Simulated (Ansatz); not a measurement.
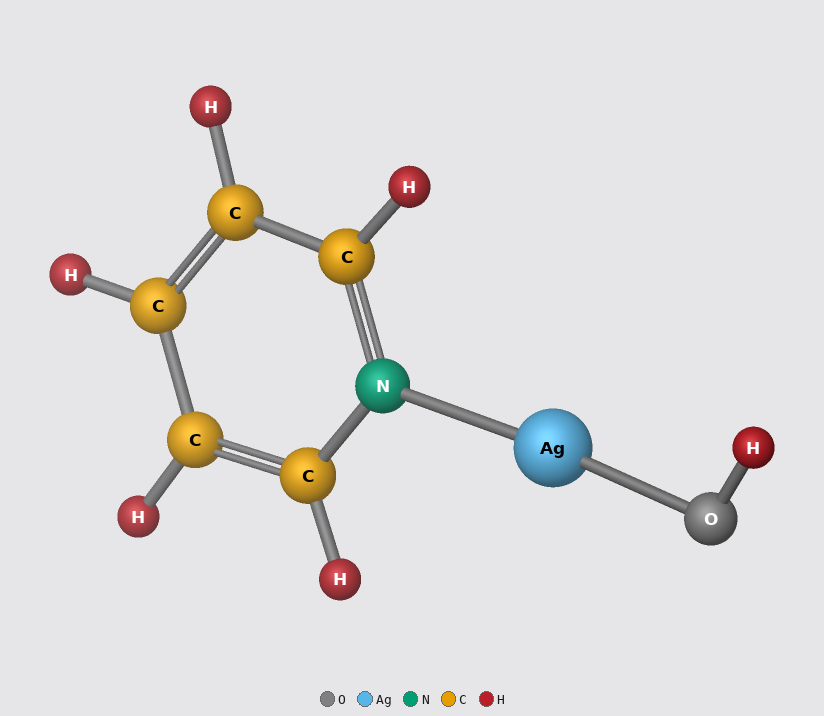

Ball-and-stick drawing of a structure.

The species is neutral and a spin singlet. The geometry was computed by an optimisation with PBE0-D4/def2-TZVP.

Count the atoms of each element.

Answer. C₅H₆AgNO, 14 atoms: 5 carbon, 6 hydrogen, 1 silver, 1 nitrogen and 1 oxygen.

What is its SMILES?

Answer. [OH][Ag-][n+]1ccccc1

How many bonds of each kind are drawn?

Answer. 5 C–H, 4 C–C, 2 C–N, 1 Ag–O, 1 Ag–N, 1 O–H.

The parts below concern this one geometry. Atoms keep their numbers from picture to picture.

Vibrations

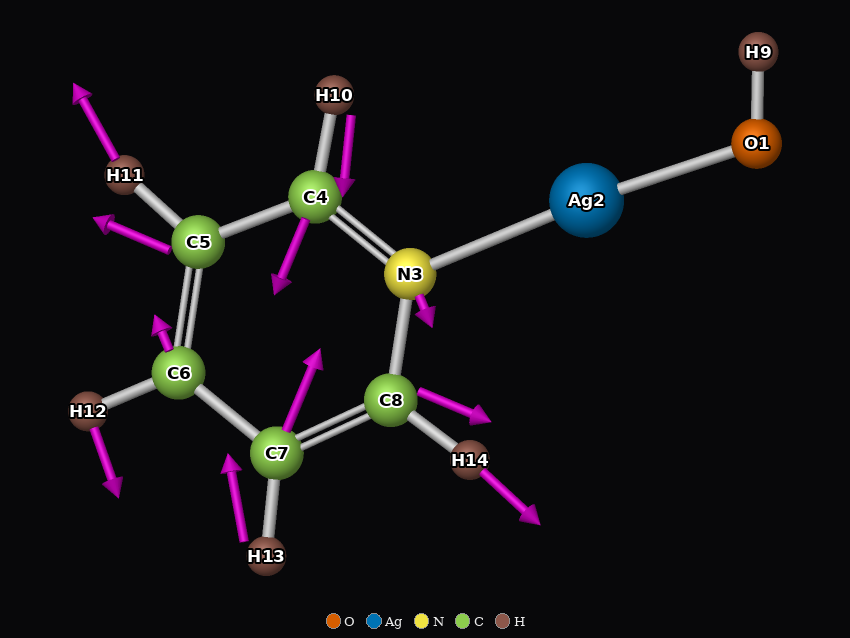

The arrows show one normal mode. Harmonic vibrations computed with RKS PBE0-D4/def2-TZVP, core potentials on Ag (Ansatz 0.2.0) at a stationary point of the same level.

What kind of motion is it?

Answer. Mostly angle bending.

Estimate its harmonic wavenumber.

Answer. 664 cm⁻¹; it is mode 11 of 36 counted from the lowest.

Charges

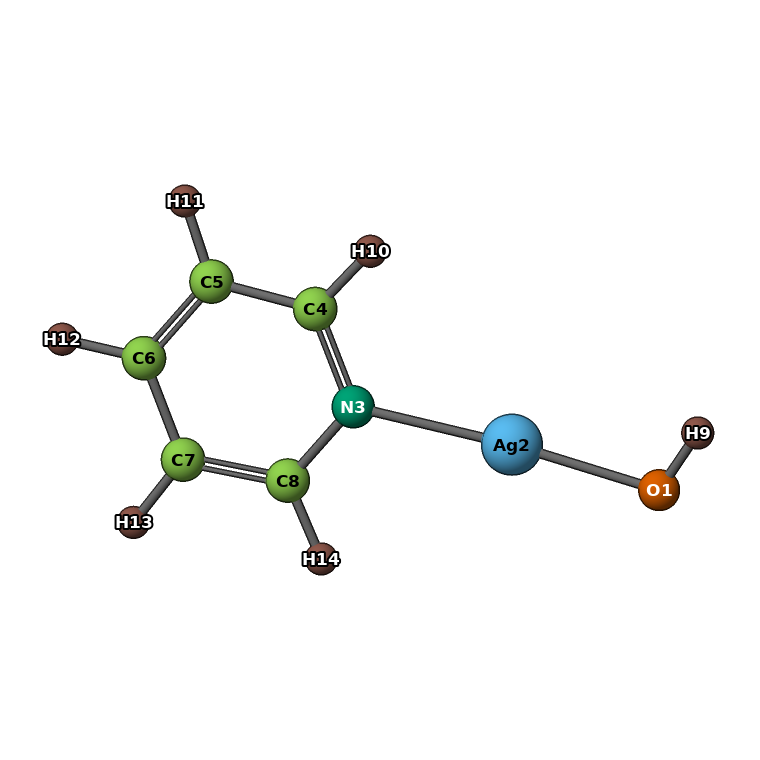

The questions are on Mulliken charges. Level of theory: RKS PBE0-D4/def2-TZVP, core potentials on Ag (Ansatz 0.2.0).

Which atom carries the highest charge (most positive or least negative)?

Answer. H9 (0.29 e).

And the lowest?

Answer. O1 (−0.78 e).

Give the Mulliken charges atom by atom.

```csv
atom,value (e)
O1,−0.78
Ag2,0.19
N3,−0.15
C4,−0.01
C5,−0.09
C6,−0.11
C7,−0.09
C8,−0.02
H9,0.29
H10,0.16
H11,0.15
H12,0.14
H13,0.15
H14,0.16
```

Levels of theory compared

Program: Ansatz 0.2.0.

Tabulate HOMO energy (eV) at these levels: BHLYP-D4/def2-TZVPP; BLYP-D4/def2-TZVPP; CAM-B3LYP-D4/def2-TZVPP; HSE06 (plane-wave form)-D4/def2-TZVPP; PBE-D4/def2-TZVPP; PBE0-D4/def2-SVP; SPW92 (LDA)/def2-TZVPP; r2SCAN-D4/def2-TZVPP; r2SCANh-D4/def2-TZVPP; ωB97M-V/def2-SVP; ωB97M-V/def2-TZVPP.

| level | HOMO energy (eV) |
| --- | --- |
| BHLYP-D4/def2-TZVPP | −7.19 |
| BLYP-D4/def2-TZVPP | −4.40 |
| CAM-B3LYP-D4/def2-TZVPP | −7.21 |
| HSE06 (plane-wave form)-D4/def2-TZVPP | −5.39 |
| PBE-D4/def2-TZVPP | −4.50 |
| PBE0-D4/def2-SVP | −5.50 |
| SPW92 (LDA)/def2-TZVPP | −4.77 |
| r2SCAN-D4/def2-TZVPP | −4.69 |
| r2SCANh-D4/def2-TZVPP | −5.18 |
| ωB97M-V/def2-SVP | −7.81 |
| ωB97M-V/def2-TZVPP | −8.16 |

Mulliken values depend strongly on the basis set and can even reverse the polarity of a bond.
